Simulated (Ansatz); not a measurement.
**GaH (triplet): RPA-PBE over a scan of the distance Ga1–H2, cc-pVQZ**

Aim: run GaH (triplet) with these functionals over a scan of the distance Ga1–H2, and hold them against the top wave-function level at the same points.

Program: Ansatz 0.2.0, Gaussian basis. Level of theory: cc-pVQZ, all electrons in the functionals, frozen cores in the correlation of double hybrids and RPA. These are calculated values, not measurements.

To be run: RPA-PBE, at 1.298 Å; 1.475 Å; 1.607 Å; 1.744 Å; 1.914 Å; 2.249 Å; 2.620 Å; 3.002 Å; 3.474 Å; 4.370 Å; 5.369 Å.

22 further runs of the same task are left out: 3 for a known fault of the program, 15 that didn't finish, 4 set aside as unsound or not needed.

**1. What is computed**

The geometry derives from a PBE0/def2-TZVP stationary point (not a proven minimum). One bond is set to the value named and the two fragments are kept rigid. No spin-orbit coupling is included. The filled d shell of Ga may be among the frozen orbitals whatever the setting's name suggests; the logs give the count.

2 atoms, charge 0, spin multiplicity 3.

Atoms are counted from 1 here; the program's logs count them from 0.

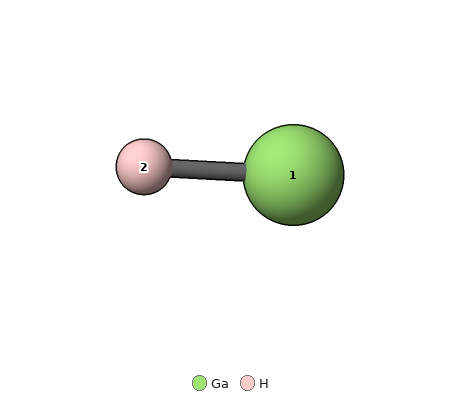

The geometry (gallium green, hydrogen pink); atoms are numbered from 1 in the order of the file.

No dispersion term is added.

The geometry shown and the zero of energy belong to the point 1.607 Å. The yardstick, FCI, and other wave-function levels (R restricted, U unrestricted, valence and pair active spaces) come from earlier runs.

**2. RPA-PBE, 1.298 Å**

Contents of in.yaml:

```yaml
crystal:
  periodic: [false, false, false]
  atoms:
    - {symbol: Ga, position_ang: [0.000000, 0.000000, 0.000000]}
    - {symbol: H, position_ang: [0.000000, 0.000000, 1.298000]}
basis:
  gaussian: {orbitals: cc-pVQZ}
magnetization: {spin_polarized: true, initial_magnetization: 2}
hamiltonian: {xc: {name: PBE}}
correlation: {method: rpa, electrons: outside_noble_gas}
```

Started as:

```
$ ansatz run in.yaml --threads 1 --pin off --events-out ev --progress --plain --max-ram 2393MiB
```

The runs that follow: RPA-PBE, 1.475 Å; RPA-PBE, 1.607 Å; RPA-PBE, 1.744 Å; RPA-PBE, 1.914 Å; RPA-PBE, 2.249 Å; RPA-PBE, 2.620 Å; RPA-PBE, 3.002 Å; RPA-PBE, 3.474 Å; RPA-PBE, 4.370 Å; RPA-PBE, 5.369 Å.

**Question.** What will the summary of the whole plan be? Wanted: span of the FCI curve; largest miss, RPA-PBE.

The runs gave:

```
             quantity                   value
span of the FCI curve             89.9 kJ/mol
largest miss, RPA-PBE  -10.8 kJ/mol (5.369 Å)
```

RPA-PBE strays by up to 10.8 kJ/mol, at 5.369 Å. Functionals and the yardstick converge differently with the basis, so part of each miss in cc-pVQZ is the basis.
